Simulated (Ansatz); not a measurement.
# Cu(111) with 4 thermally displaced layers, 2x2: scattering by thermal displacements

Wanted: the phonon-limited resistivity of Cu at 500 K by the Landauer route.

Calculated with Ansatz 0.2.0; Ansatz plane-wave DFT, PBE, PAW files; ballistic transport by layer matching (Landauer), zero bias; PAW set soft_1.

### 1. Starting point

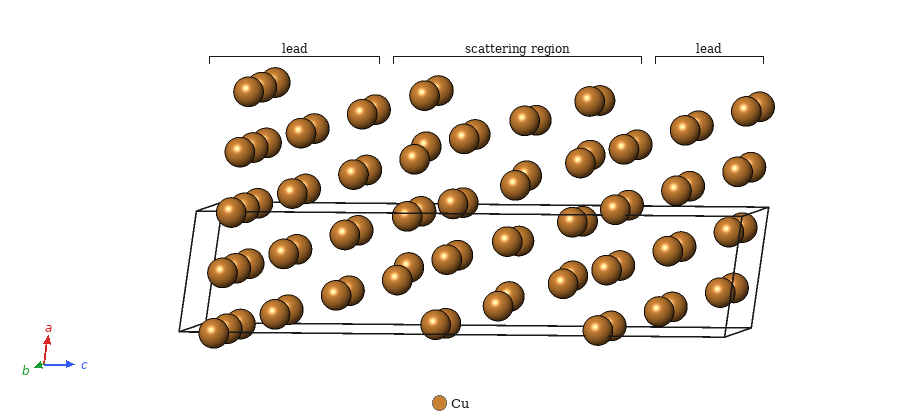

The cell as given, from the side, with the c axis across the page (copper orange). 2×1×1 cells are drawn. Some periodic images of atoms are drawn too.

The cell holds 40 atoms: 40 Cu. Cell: a = 5.112 Å, b = 5.112 Å, c = 20.923 Å, α = 93.5°, β = 86.5°, γ = 120.0°. It derives from Cu. Regions: lead, 24 atoms (24 Cu); scattering region, 16 atoms (16 Cu). The structure is stacked along c, and the current runs across the ab planes.

### 2. With 4 displaced layers

Each atom of 4 layers is moved at random, by amounts drawn from a normal law 0.0993 Å wide in each direction from the Debye model (343 K) at 500 K. The layers about the cell's end stay perfect and serve as the lead. Disorder leaves little or no symmetry, which makes such runs dear. Energies from -0.05 to 0.05 eV in steps of 0.05 eV are too few for the program's thermal sum, so it prints no conductance; for a metal the transmission near the Fermi level serves, at a fraction of the cost.

Input file input.yaml:

```yaml
crystal:
  lattice:
    - [5.1123254594, 0.0, 0.0]
    - [-2.5561627297, 4.4274037203, 0.0]
    - [1.2780813649, -0.73790062, 20.8709812911]
  atoms:
    - { symbol: Cu, position: [0.9916666667, 0.0083333333, 0.05] }
    - { symbol: Cu, position: [0.9916666667, 0.5083333333, 0.05] }
    - { symbol: Cu, position: [0.4916666667, 0.0083333333, 0.05] }
    - { symbol: Cu, position: [0.4916666667, 0.5083333333, 0.05] }
    - { symbol: Cu, position: [0.1416666667, 0.3583333333, 0.15] }
    - { symbol: Cu, position: [0.1416666667, 0.8583333333, 0.15] }
    - { symbol: Cu, position: [0.6416666667, 0.3583333333, 0.15] }
    - { symbol: Cu, position: [0.6416666667, 0.8583333333, 0.15] }
    - { symbol: Cu, position: [0.2916666667, 0.2083333333, 0.25] }
    - { symbol: Cu, position: [0.2916666667, 0.7083333333, 0.25] }
    - { symbol: Cu, position: [0.7916666667, 0.2083333333, 0.25] }
    - { symbol: Cu, position: [0.7916666667, 0.7083333333, 0.25] }
    - { symbol: Cu, position: [0.942119489, 0.0558783968, 0.3530468272] }
    - { symbol: Cu, position: [0.937410595, 0.5466064901, 0.3517202978] }
    - { symbol: Cu, position: [0.4781718196, 0.0790156928, 0.3466519615] }
    - { symbol: Cu, position: [0.4100670801, 0.544387806, 0.3501966094] }
    - { symbol: Cu, position: [0.0450431837, 0.4024385419, 0.4440725466] }
    - { symbol: Cu, position: [0.0715918921, 0.895876332, 0.4484951939] }
    - { symbol: Cu, position: [0.6114538091, 0.4316120622, 0.449388493] }
    - { symbol: Cu, position: [0.6104688834, 0.8936936049, 0.4516723182] }
    - { symbol: Cu, position: [0.260858084, 0.259852229, 0.5464627832] }
    - { symbol: Cu, position: [0.2184570899, 0.748242426, 0.551047584] }
    - { symbol: Cu, position: [0.7198379825, 0.2535158599, 0.5492424829] }
    - { symbol: Cu, position: [0.7542965676, 0.763429317, 0.5516906948] }
    - { symbol: Cu, position: [0.8768926037, 0.1060480942, 0.6537297835] }
    - { symbol: Cu, position: [0.9053537854, 0.5812964517, 0.6572025313] }
    - { symbol: Cu, position: [0.4263585732, 0.126065646, 0.6512581545] }
    - { symbol: Cu, position: [0.4003648198, 0.642586972, 0.6593259793] }
    - { symbol: Cu, position: [0.0416666667, 0.4583333333, 0.75] }
    - { symbol: Cu, position: [0.0416666667, 0.9583333333, 0.75] }
    - { symbol: Cu, position: [0.5416666667, 0.4583333333, 0.75] }
    - { symbol: Cu, position: [0.5416666667, 0.9583333333, 0.75] }
    - { symbol: Cu, position: [0.1916666667, 0.3083333333, 0.85] }
    - { symbol: Cu, position: [0.1916666667, 0.8083333333, 0.85] }
    - { symbol: Cu, position: [0.6916666667, 0.3083333333, 0.85] }
    - { symbol: Cu, position: [0.6916666667, 0.8083333333, 0.85] }
    - { symbol: Cu, position: [0.8416666667, 0.1583333333, 0.95] }
    - { symbol: Cu, position: [0.8416666667, 0.6583333333, 0.95] }
    - { symbol: Cu, position: [0.3416666667, 0.1583333333, 0.95] }
    - { symbol: Cu, position: [0.3416666667, 0.6583333333, 0.95] }
kpoints:
  mp_grid: { grid: [5, 5, 1] }
hamiltonian:
  xc: pbe
  pseudopotentials: { kind: paw, azcp: { folder: soft_1 } }
scf:
  occupations: { method: fermi_dirac, width: 0.1 }
output:
  transmission:
    leads: [[0, 4]]
    kmesh: [10, 10]
    e_range: [-0.05, 0.05]
    de: 0.05
  write_potential: true
  write_density: true
  volumetric_format: npy
  elf: true
```

Command:

```
ansatz run input.yaml --threads 4 --pin off --max-ram 15360MiB --backend cpu --events-out ev --progress --plain --runs-dir out
```

Numbers of over 12 decimals in the logs are rounded to 6 here.

The program printed:

```text
Engine: ansatz 0.2.0, x86_64-unknown-linux-gnu
Pseudopotentials: kind: paw
Pseudopotential: Cu, paw, valence charge 19, recommended cutoff 420 eV (normal), soft_1/Cu.paw.azcp
Functional definition: PBE
  parameter kappa = 0.804
  parameter beta = 0.066725
  exchange = pbe_x(kappa = kappa, mu = beta*pi^2/3)
  correlation = pbe_c(beta = beta)
Crystal: 40 atoms, lattice volume = 472.401 Å³
Basis set: ecut = 420 eV, 9295 PW (Γ)
Bands: 456, of which v1, the nominal top of the filled ones, is band 380 counted from 1 (379 counted from 0)
Symmetry: 1 space group operations
Space group: P1 (ITA 1), of the structure as read, at distance tolerance 7.8e-5 Å
k-points: 13 of 25 (time reversal used)
Non-local potential: Cu, projectors of the file, l = 0: 3, l = 1: 2, l = 2: 3, l = 3: 1
PAW form: soft (Blöchl's): semilocal exchange-correlation on the pseudo side does not see the compensation charge
PAW one-centre angular grid: Cu, 590 points (default); XC on 64 Gauss nodes
Initial density: superposition of atomic densities (chi_scale 0.1, normalization cell)
Initial wavefunctions: pseudopotential atomic-orbital guess
Functional: x = pbe(κ = 0.804, μ = 0.219515), c = pbe(β = 0.066725)
SCF iter   1: F=—  HF=-265042.070025 eV  |F-HF|=—  |Δ(HF+E_count)|=         —  Δρ=2.66e-1  dr2=2.01e2  ethr=3.10e-3  ⟨swp⟩=4.8  Hψ=17985  notcnv=0  defer=16
preconditioner: auto → Kerker (q_TF=auto, 2.953 Å⁻¹)  [metal: Δε(μ)=0.002 eV  Ē_g=9.139 eV  σ=0.100 eV  W_gap=0.01  n_scr=218 (ndim 8)  ℏωp=35.8 eV  f_vac=0.000  D(μ)=23.03/eV (n_scr^D=226)]
SCF iter   2: F=—  HF=-265011.976107 eV  |F-HF|=—  |Δ(HF+E_count)|=    3.01e1  Δρ=7.29e-2  dr2=1.96e1  ethr=3.10e-3  ⟨swp⟩=2.0  Hψ=11374  notcnv=0  defer=690
SCF iter   3: F=—  HF=-265006.650244 eV  |F-HF|=—  |Δ(HF+E_count)|=    5.33e0  Δρ=4.44e-2  dr2=7.44e0  ethr=2.59e-3  ⟨swp⟩=2.0  Hψ=7041  notcnv=0  defer=702
SCF iter   4: F=—  HF=-265005.290984 eV  |F-HF|=—  |Δ(HF+E_count)|=    1.36e0  Δρ=8.76e-3  dr2=2.28e-1  ethr=9.79e-4  ⟨swp⟩=2.1  Hψ=8205  notcnv=0  defer=702
SCF iter   5: F=—  HF=-265005.637112 eV  |F-HF|=—  |Δ(HF+E_count)|=   3.46e-1  Δρ=4.30e-3  dr2=7.07e-2  ethr=3.00e-5  ⟨swp⟩=2.0  Hψ=9952  notcnv=0  defer=716
SCF iter   6: F=—  HF=-265005.631283 eV  |F-HF|=—  |Δ(HF+E_count)|=   5.83e-3  Δρ=1.05e-3  dr2=4.45e-3  ethr=9.30e-6  ⟨swp⟩=2.0  Hψ=8099  notcnv=0  defer=716
SCF iter   7: F=—  HF=-265005.636321 eV  |F-HF|=—  |Δ(HF+E_count)|=   5.04e-3  Δρ=2.65e-4  dr2=3.79e-4  ethr=5.85e-7  ⟨swp⟩=2.0  Hψ=10158  notcnv=0  defer=716
SCF iter   8: F=—  HF=-265005.636357 eV  |F-HF|=—  |Δ(HF+E_count)|=   3.67e-5  Δρ=1.15e-4  dr2=4.30e-5  ethr=4.99e-8  ⟨swp⟩=1.2  Hψ=5212  notcnv=0  defer=716
SCF iter   9: F=—  HF=-265005.636330 eV  |F-HF|=—  |Δ(HF+E_count)|=   2.71e-5  Δρ=9.10e-5  dr2=3.53e-5  ethr=5.66e-9  ⟨swp⟩=2.0  Hψ=9735  notcnv=0  defer=716
SCF iter  10: F=—  HF=-265005.636326 eV  |F-HF|=—  |Δ(HF+E_count)|=   4.72e-6  Δρ=1.60e-5  dr2=2.34e-6  ethr=4.65e-9  ⟨swp⟩=2.0  Hψ=9628  notcnv=0  defer=716
SCF iter  11: F=—  HF=-265005.636326 eV  |F-HF|=—  |Δ(HF+E_count)|=   1.86e-7  Δρ=4.26e-6  dr2=2.46e-7  ethr=3.08e-10  ⟨swp⟩=2.3  Hψ=7819  notcnv=0  defer=716
SCF iter  12: F=—  HF=-265005.636326 eV  |F-HF|=—  |Δ(HF+E_count)|=   4.02e-9  Δρ=4.67e-6  dr2=1.34e-7  ethr=1.32e-11  ⟨swp⟩=7.2  Hψ=20667  notcnv=0
SCF iter  13: F=-265005.636326 eV  HF=-265005.636326 eV  |F-HF|=3.59e-8  |Δ(HF+E_count)|=   4.66e-9  Δρ=1.92e-6  dr2=2.39e-8  ethr=1.32e-11  ⟨swp⟩=2.0  Hψ=10927  notcnv=0
SCF 1 converged in 13 iterations: F = -265005.636326 eV  dr2 = 2.39e-8
  greatest PAW one-centre occupation: 1.000 electrons in one spin orbital (limit 2), on the Cu atom at site 20 (counted from 0), in its partial waves of l = 0
transmission: 158 of 1560 steps passed
transmission: 314 of 1560 steps passed
[...]
transmission: 1560 of 1560 steps passed
SCF converged after 13 iterations
Free energy (F): -265005.636326 eV
Harris-Foulkes:  -265005.636326 eV  (|F-HF|=3.59e-8)
Internal energy: -265005.133561 eV  (E = F + TS)
E sigma→0 (E₀):  -265005.384944 eV
Entropy (-TS):   -0.502764 eV (-12.569 meV/atom)
Fermi energy:    16.342687 eV
--- Per-component energies (eV) ---
  E_band       = -14701.459155
  E_kinetic    = 10479.503089
  E_local      = -181122.029623  (includes V_loc(G=0)·N_el)
  E_nonlocal   = 35593.911020
  E_hartree    = 76784.178364
  E_xc         = -2762.942340
  E_vxc        = -3567.845240  (∫ρ·V_xc dr)
  E_paw        = -72598.307783  (= ΣΔE_a)
  E_vpaw       = -29653.374048  (= ΣTr[D̂ρ^β])
  E_aug_tail   = 0.040744  (compensation charges beyond the density's cutoff)
  E_ewald      = -131379.487031
  E_smearing   = -0.502764  (= −TS)
  E_closure    = 0.000000  (closes the sum)
  Σ components = -265005.636326   (vs F -265005.636326, Δ=0.00e0)
--- Band table (eV; the first three rows and the last of 13) ---
  k-point 0: bands = [... 376 lower, 16.2687, 16.6464, 16.6768, 16.7002, 16.7387, 17.0153, 17.0579, 17.2424, ... 72 higher]
  k-point 1: bands = [... 376 lower, 15.9819, 16.0665, 16.1099, 16.2709, 16.3827, 16.4508, 16.4870, 16.5607, ... 72 higher]
  k-point 2: bands = [... 376 lower, 16.1220, 16.1323, 16.1843, 16.2343, 16.2931, 16.3819, 16.5259, 16.6689, ... 72 higher]
  k-point 12: bands = [... 376 lower, 15.3441, 15.9931, 16.0909, 16.2956, 16.3513, 16.6286, 16.8472, 17.6151, ... 72 higher]
--- Transmission ---
  basis      : 199 plane waves across, 30 finite elements along
  points     : 52, standing for a mesh of 10 x 10
  energies   : 3 from -0.050000 to 0.050000 eV about the Fermi level, 0.050000 eV apart; the leads are filled to 0.000000 eV, and channels, transmission and decay are at 0.000000 eV
  crystal 0  : Cu4, at the sites [0, 4], period 2.0871 Å, over 12.52 Å; its Hamiltonian steps by up to 5.6 meV
    offset         : up to 0.0000 Å between an atom of the period and one for which it stands
    channels       : 3.210000e0 a spin
    conductance    : none, the energies end too early or step too widely for 300 K: set another output.transmission.e_range or a lower de, or, where they end at an eighth of basis.ecutwfc, a higher one
  junction   : crystal 0 to crystal 0, 0.70 to 19.48 Å
    transmission   : 3.079604e0 a spin
    conductance    : none, the energies end too early or step too widely for 300 K: set another output.transmission.e_range or a lower de, or, where they end at an eighth of basis.ecutwfc, a higher one
```

Run time: 3.3 min. Hardware: 4 threads of Intel Xeon 6975P-C (Granite Rapids), shared host; peak memory 5 GiB.

This step gave:

```
free energy                                    : -265005.6363 eV
energy at zero smearing                        : -265005.3849 eV
Fermi energy                                   : 16.34 eV
cell area                                      : 22.63 Å²
transmission per spin nearest the Fermi level  : 3.080
open channels per spin nearest the Fermi level : 3.21
step of the lead's potential                   : 5.6 meV
```

Per spin. Table of transmission, zone mean by energy, zero at the Fermi level:

```csv
energy (eV),"transmission, zone mean"
-0.0500,3.07
0.0000,3.08
0.0500,3.09
```

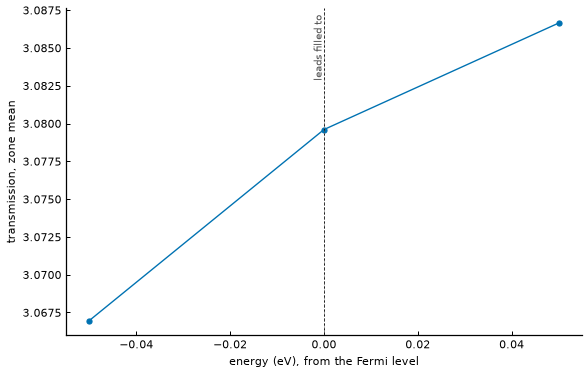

Transmission, zone mean against energy.

Per spin. The open channels, zone mean, lead stays at 3.21 for energy from -0.05 to 0.05 eV.

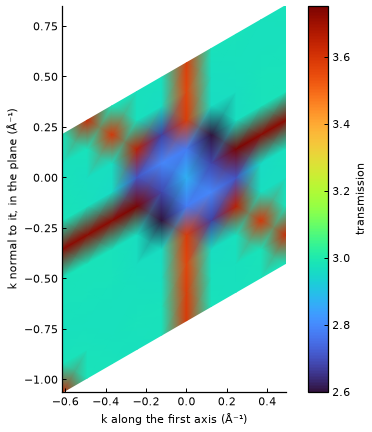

Transmission over k1 and k2. At 0.0000 eV from the Fermi level.

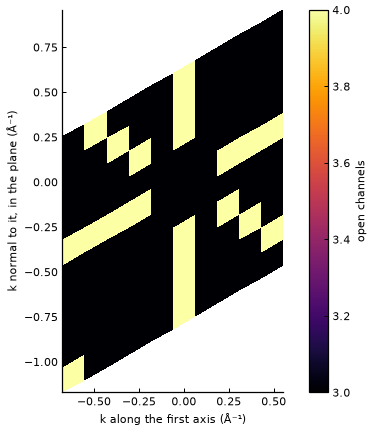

Open channels over k1 and k2. At 0.0000 eV from the Fermi level.

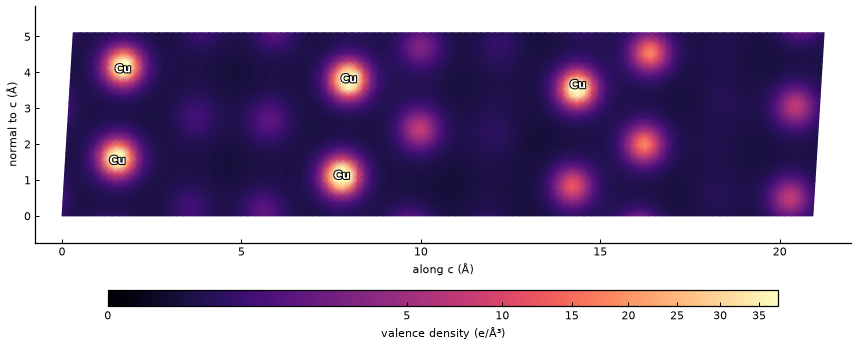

Valence density in the ca plane at fractional y = 0.544, with atoms of Cu within 0.2 Å of it. It is the smooth field of the valence electrons, not physical close to the nuclei. The map starts off the cell's origin, so that atoms lie inside it. The colour scale is stretched toward low values.

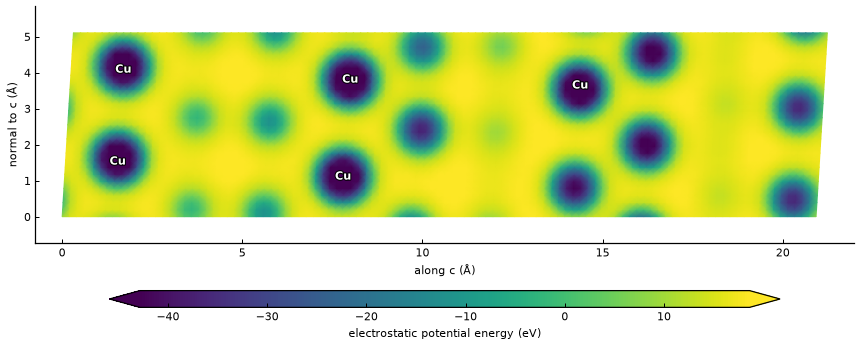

Electrostatic potential energy in the ca plane at fractional y = 0.544, with atoms of Cu within 0.2 Å of it. With pseudopotentials it is smooth inside the atoms' cores, unlike the true potential. The map starts off the cell's origin, so that atoms lie inside it.

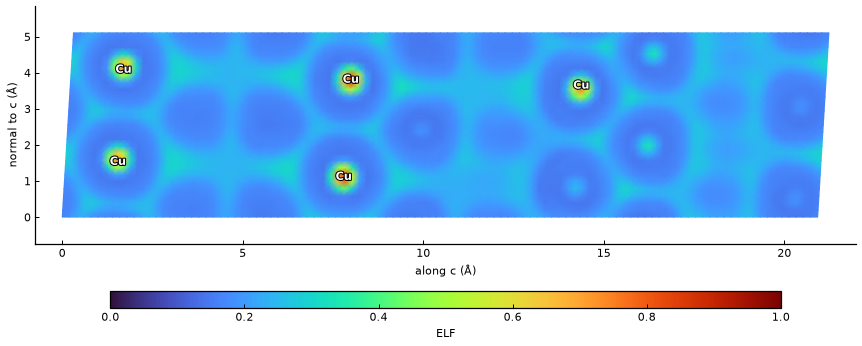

ELF in the ca plane at fractional y = 0.544, with atoms of Cu within 0.2 Å of it. It is the smooth field of the valence electrons, not physical close to the nuclei. The map starts off the cell's origin, so that atoms lie inside it.

Over the solved energies the transmission per spin lies between 3.07 and 3.09, out of 3.21 channels of the lead on average (up to 3.21).

(Continued in part 2 of 2.)

[Logs are printed without paths, hosts, clocks, repeated set-up lines and the standing remarks that a program may print on its own settings, such as how far it seeks lower states.]

[Hosts, paths, dates, database ids (printed as entryN), source tags and the programs' standing remarks are cut or masked in the printed files.]
